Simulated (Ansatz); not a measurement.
Au₁₂I: several calculations on one system

Part 1: Relaxation

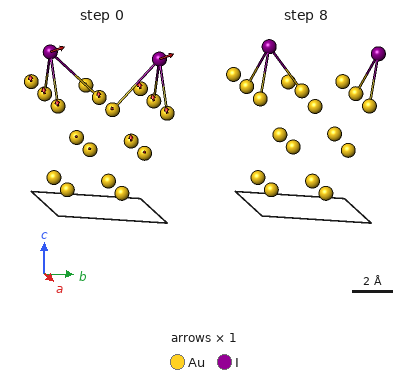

The structure of a slab of composition Au₁₂I before (left) and after (right) a constrained relaxation, at one scale. The red arrows give the displacements, at their true length.

The picture is a ball-and-stick view of the cell of the calculation, outlined in the plane, without the vacuum, seen from a free direction.

It is I on Au(111), set down by a guess. The run prepares the start of a later molecular dynamics calculation, from a guessed geometry. 4 atoms are held fixed.

Computed with DFT PBE, scalar-relativistic, plane waves, PAW in Ansatz. Settings: plane-wave cutoff 420 eV; k-point mesh 3 × 3 × 1; occupations fermi dirac; smearing width 0.05 eV; no spin polarisation; atoms relaxed in a fixed cell; force threshold 0.08 eV/Å; at most 25 steps.

> What changed between the two?

The I atom moves most: 0.80 Å at 72° to the normal (+c side). By element the largest moves are I 0.80 Å, Au 0.40 Å. The cell doesn't change. Some distances before and after: Au–I 3.495 → 4.178 Å, Au–I 3.547 → 2.935 Å, Au–I 2.829 → 2.887 Å, Au–I 2.911 → 2.888 Å. Over 7 accepted moves (8 points after the start) the energy falls by 0.354 eV per cell of the calculation. The largest force component goes from 0.49 to 0.078 eV/Å. 1 step only repeated the SCF at the same geometry.

Limits of the set-up: the cell has an odd number of electrons but was run without spin polarisation; the program's low-accuracy preset was used; the periodic images lie only 5.8 Å apart, so the values are limited by the cell's size.

Part 2: Dynamics

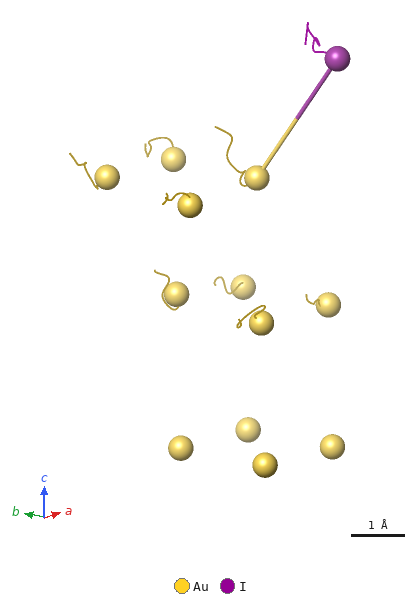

Molecular dynamics of I on Au(111) (13 atoms in the cell), 900 fs long. Lines trace each atom's path, in the colour of its element; spheres stand at the starting positions. Fixed atoms have no trace. Seen from a free direction in the simulation cell, with the vacuum cut short.

The calculation used Ansatz 0.2.0, DFT PBE, scalar-relativistic, plane waves, PAW. Settings: plane-wave cutoff 420 eV; k-point mesh 3 × 3 × 1; Fermi-Dirac smearing 0.05 eV; low-accuracy preset; 4 atoms held fixed; constant energy (NVE); velocities drawn for 600 K; time step 3 fs.

What do the traces tell about the motion?

Answer. Root-mean-square distances from the starting positions over the second half, with the common drift of all atoms taken out: I 0.77 Å, Au 0.57 Å. Against the typical shortest distance between atoms in the first frame, about 2.9 Å these are wide excursions, but the first-neighbour bonds of the start all hold: the network flexes, or its layers or units shift against each other, without breaking.

Limits of the set-up: the cell has an odd number of electrons but was run without spin polarisation; the program's low-accuracy preset was used; the periodic images lie only 5.8 Å apart, so the values are limited by the cell's size.

Part 3: Dynamics

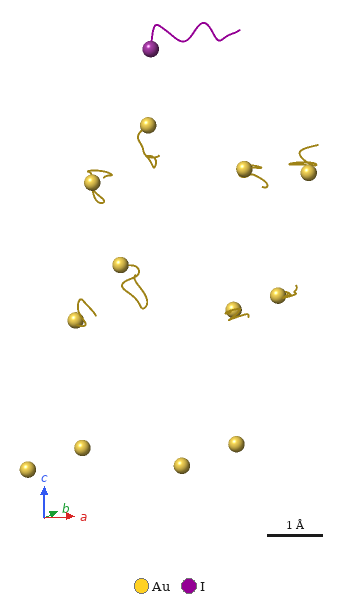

First-principles dynamics of I on Au(111) (13 atoms in the cell), 900 fs long. It starts from the last geometry of an earlier run, with fresh velocities. Lines trace each atom's path, in the colour of its element; spheres stand at the starting positions. Fixed atoms have no trace. Seen slightly off an axis in the simulation cell, with the vacuum cut short.

These are results of DFT PBE, scalar-relativistic, plane waves, PAW (Ansatz), not measurements. Run with plane-wave cutoff 420 eV; k-point mesh 3 × 3 × 1; Fermi-Dirac smearing 0.05 eV; low-accuracy preset; 4 atoms held fixed; constant energy (NVE); velocities drawn for 600 K; time step 3 fs.

What do the traces tell about the motion?

In the second half of the run the atoms are, in the root-mean-square, this far from where they began (common drift taken out): I 1.59 Å, Au 0.51 Å. Against the typical shortest distance between atoms in the first frame, about 2.8 Å these are large excursions, but over 900 fs one can't yet tell strong vibration from the start of diffusion. The mean temperature in the second half is 404 K (standard deviation 62 K). The potential energy is still drifting at the end, so the run hasn't reached equilibrium. The potential energy in the second half lies on average 17.6 meV per atom above the first frame. The total energy stays between −0.0028 and 0.022 meV per atom of its start. A straight-line fit has a slope that amounts to +0.0032 meV per atom over 900 fs (under 0.1 % of the mean kinetic energy), its mean offset in the second half is under 0.1 %, and the ripple about the line is under 0.1 % of the kinetic energy's fluctuation. With a drift under 2 % and a ripple under 7 %, the integration is accurate.

Limits of the set-up: the cell has an odd number of electrons but was run without spin polarisation; the program's low-accuracy preset was used; the periodic images lie only 5.8 Å apart, so the values are limited by the cell's size.
